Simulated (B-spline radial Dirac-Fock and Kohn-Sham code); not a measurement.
Ruthenium (Z = 44). Computed with a B-spline radial atomic code: a Dirac–Hartree–Slater potential of the neutral atom, no hole, surface-current nucleus.

What should this plot look like? Total internal conversion coefficients against transition energy, at the marked points and joined by straight lines (also across edges). The total sums all shells and leaves out internal pair formation.

M1 goes from 17.3 at 12.7 keV to 2.29 × 10⁻⁴ at 2000 keV; M2 goes from 4170 at 12.7 keV to 4.42 × 10⁻⁴ at 2000 keV; M3 goes from 1.04 × 10⁶ at 12.7 keV to 7.42 × 10⁻⁴ at 2000 keV; M4 goes from 1.45 × 10⁸ at 12.7 keV to 0.00118 at 2000 keV.

The result:

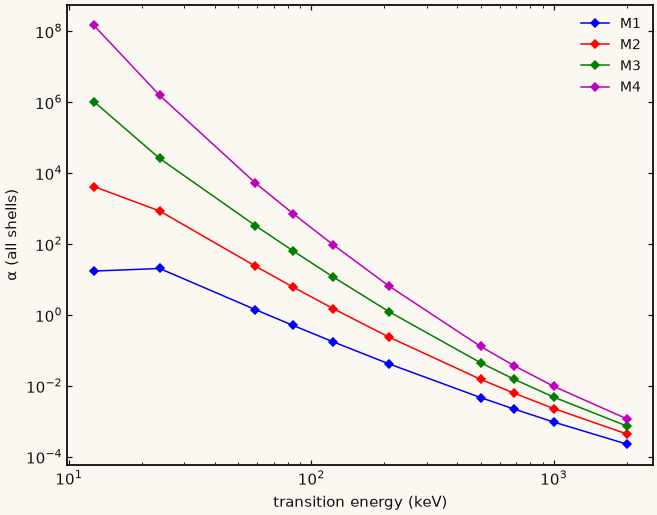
